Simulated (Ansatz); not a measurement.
SiH₄O₂BrF: several calculations on one system

## 1. Relaxation

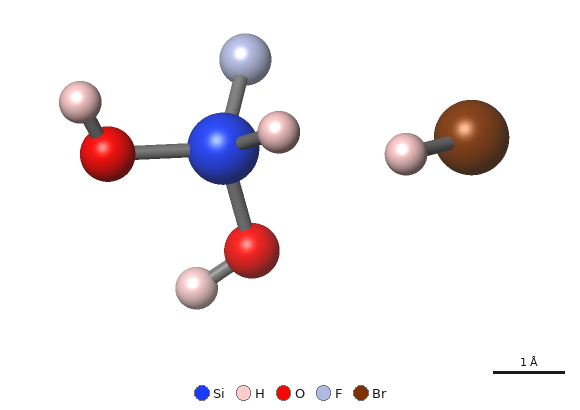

SiH$_{4}$O$_{2}$BrF, before the relaxation. A ball-and-stick model, seen at a tilt.

The run prepares an end point of a later path (reaction) calculation, from a guessed geometry.

Method: RKS PBE/def2-SVP (Ansatz).

The input:
```yaml
crystal:
  periodic: [false, false, false]
  atoms:
    - { symbol: Si, position_ang: [-0.002054, -0.229097, 0.068108] }
    - { symbol: H, position_ang: [-0.083204, -0.053399, 1.529173] }
    - { symbol: O, position_ang: [1.568482, -0.2759, -0.443189] }
    - { symbol: H, position_ang: [1.743205, -1.009983, -1.059312] }
    - { symbol: F, position_ang: [-0.807562, 1.024139, -0.586081] }
    - { symbol: O, position_ang: [-0.696879, -1.665612, -0.405507] }
    - { symbol: H, position_ang: [-1.600516, -1.84991, -0.092344] }
    - { symbol: Br, position_ang: [1.42989, 2.686348, 1.423686] }
    - { symbol: H, position_ang: [1.034039, 1.356614, 2.006565] }
basis:
  gaussian: { orbitals: def2-SVP }
hamiltonian:
  xc: pbe
relax:
  f_tol: 0.03
  max_steps: 50
output:
  orbitals: {}
```

Run as
```bash
ansatz run input.yaml --threads 4 --pin off --max-ram 5120MiB --backend cpu --events-out ev --progress --plain --runs-dir out
```

**Predict the outcome.**

The atom that moves furthest after the best rigid fit is Br8 (1.49 Å). Largest moves by element: Br 1.49 Å, H 1.20 Å, F 1.12 Å, O 0.87 Å, Si 0.51 Å. Among the contacts that change: Si1–Br8 3.520 → 4.510 Å, Br8–H9 1.505 → 1.459 Å, Si1–O3 1.652 → 1.671 Å, Si1–H2 1.474 → 1.483 Å. Bond angles that change, for instance: H2–Si1–O6 111.2° → 116.4°, H2–Si1–O3 111.3° → 106.4°, Si1–O3–H4 112.8° → 116.3°. Groups turn about Si1–O6 by about 30°, Si1–O3 by about 25°. The energy falls by 0.416 eV in 26 geometry steps. Largest force component: 1.2 eV/Å at the start, 0.019 eV/Å at the end.

History of the run:

```json
{"step": "0", "E − E(0), eV": "0.0000", "largest force component, eV/Å": "1.2172"}
{"step": "1", "E − E(0), eV": "-0.1085", "largest force component, eV/Å": "0.3186"}
{"step": "2", "E − E(0), eV": "-0.1323", "largest force component, eV/Å": "0.1119"}
{"step": "3", "E − E(0), eV": "-0.1506", "largest force component, eV/Å": "0.1610"}
{"step": "4", "E − E(0), eV": "-0.1781", "largest force component, eV/Å": "0.3451"}
{"step": "5", "E − E(0), eV": "-0.1817", "largest force component, eV/Å": "0.8631"}
{"step": "6", "E − E(0), eV": "-0.2204", "largest force component, eV/Å": "0.7016"}
{"step": "7", "E − E(0), eV": "-0.2706", "largest force component, eV/Å": "0.3262"}
{"step": "8", "E − E(0), eV": "-0.3146", "largest force component, eV/Å": "0.4643"}
{"step": "9", "E − E(0), eV": "-0.3604", "largest force component, eV/Å": "0.4134"}
{"step": "10", "E − E(0), eV": "-0.3868", "largest force component, eV/Å": "0.4859"}
{"step": "11", "E − E(0), eV": "-0.3920", "largest force component, eV/Å": "0.1436"}
{"step": "12", "E − E(0), eV": "-0.4042", "largest force component, eV/Å": "0.1712"}
{"step": "13", "E − E(0), eV": "-0.4070", "largest force component, eV/Å": "0.0924"}
{"step": "14", "E − E(0), eV": "-0.4100", "largest force component, eV/Å": "0.0841"}
{"step": "15", "E − E(0), eV": "-0.4113", "largest force component, eV/Å": "0.1017"}
{"step": "16", "E − E(0), eV": "-0.4120", "largest force component, eV/Å": "0.0686"}
{"step": "17", "E − E(0), eV": "-0.4130", "largest force component, eV/Å": "0.0376"}
{"step": "18", "E − E(0), eV": "-0.4136", "largest force component, eV/Å": "0.0828"}
{"step": "19", "E − E(0), eV": "-0.4141", "largest force component, eV/Å": "0.0520"}
{"step": "20", "E − E(0), eV": "-0.4146", "largest force component, eV/Å": "0.0533"}
{"step": "21", "E − E(0), eV": "-0.4150", "largest force component, eV/Å": "0.0886"}
{"step": "22", "E − E(0), eV": "-0.4153", "largest force component, eV/Å": "0.0672"}
{"step": "23", "E − E(0), eV": "-0.4153", "largest force component, eV/Å": "0.0758"}
{"step": "24", "E − E(0), eV": "-0.4158", "largest force component, eV/Å": "0.0401"}
{"step": "25", "E − E(0), eV": "-0.4159", "largest force component, eV/Å": "0.0607"}
{"step": "26", "E − E(0), eV": "-0.4162", "largest force component, eV/Å": "0.0186"}
```

Final geometry:

```xyz
9

Si   -0.5119   -0.2210    0.0373
H    -1.1025    0.3828    1.2567
O     1.0698    0.3121   -0.0329
H     1.6742   -0.1997   -0.6021
F    -1.3631    0.3087   -1.2513
O    -0.4611   -1.8793   -0.0146
H    -1.2585   -2.3359   -0.3353
Br    2.6151    2.2150    2.1883
H     1.9233    1.4005    1.1949
```

The end point in the same view:

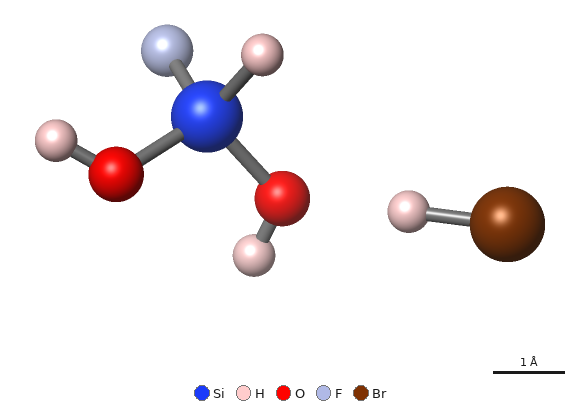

## 2. Relaxation

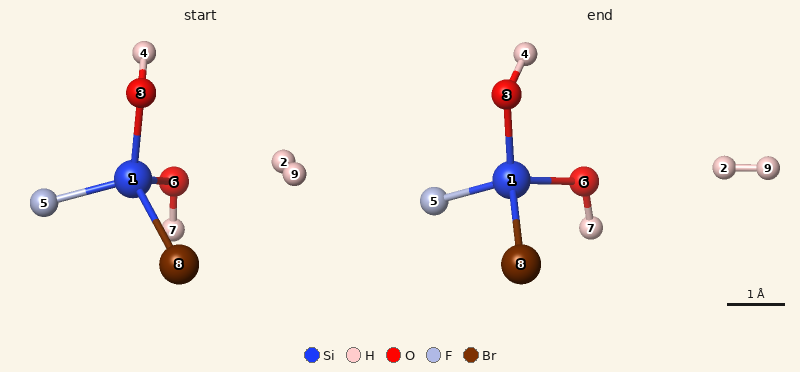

The structure of SiH₄O₂BrF before (left) and after (right) a relaxation, at one scale.

The picture is a ball-and-stick view, seen from a free direction.

The run prepares an end point of a later path (reaction) calculation, from a guessed geometry.

All numbers below come from Ansatz, RKS PBE/def2-SVP. Set-up: no spin polarisation; force threshold 0.03 eV/Å; at most 50 steps.

**Describe what moved and what it gained.**

H9 moves most after the best rigid fit: 1.66 Å. Largest moves by element: H 1.66 Å, Br 1.05 Å, O 0.64 Å, F 0.53 Å, Si 0.41 Å. Some distances before and after: Si1–Br8 2.281 → 2.210 Å, H2–H9 0.721 → 0.770 Å, Si1–O6 1.654 → 1.660 Å. Among the angles between lasting bonds that change: F5–Si1–Br8 104.1° → 106.3°. After 18 accepted moves (21 points after the start) the energy has fallen by 6.28 kcal/mol. The largest force component goes from 1.6 to 0.023 eV/Å. The line search rejected the trial steps at points 4, 9, 18 of the run. The forces were under the threshold at step 8, but the run went on from there. The run took 27 s on 4 threads of Intel(R) Xeon(R) Platinum 8259CL CPU @ 2.50GHz (Skylake/Cascade Lake) (shared host), peak memory 0.19 GiB.

Limits of the set-up: the start holds two separate molecules, 2.4 Å apart at their closest, whose relative position is a soft coordinate and is computed without a dispersion correction.

## 3. Path

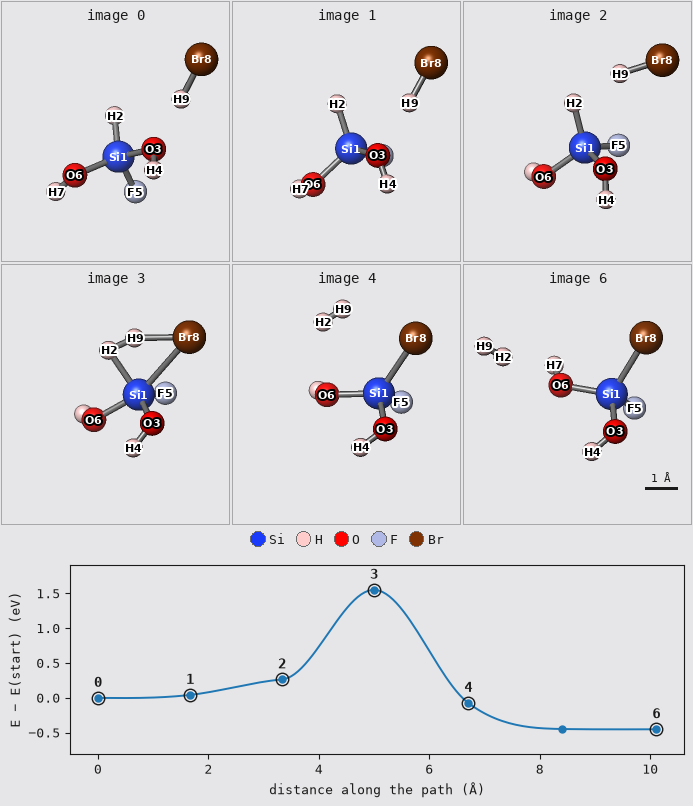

A search for the minimum-energy path of SiH$_{4}$O$_{2}$BrF by the nudged elastic band. Images are numbered from 0 (start) to 6 (end). A ball-and-stick model, seen from a free direction.

Level of theory: Ansatz 0.2.0, RKS PBE/def2-SVP. Settings: 5 movable images; climbing image; force threshold 0.05 eV/Å; iteration limit 60; starting path through a guess of the saddle point.

Describe the mechanism and the energy profile.

Answer. The energy climbs by 1.55 eV to image 3 and then falls by 2.00 eV, so the end point sits at −0.45 eV. Breaking: Br8–H9 (1.46 → 1.80 at the top → 5.19 Å), Si1–H2 (1.48 → 1.70 at the top → 3.82 Å). Forming: H2–H9 (3.19 → 0.97 at the top → 0.77 Å), Si1–Br8 (4.51 → 2.59 at the top → 2.21 Å). The band converged in 18 iterations. The largest component of the band force went from 11 to 0.045 eV/Å. The climbing image converged on the top of the path. Its vibrational analysis gives one imaginary mode (699i cm⁻¹), as a transition state must have.
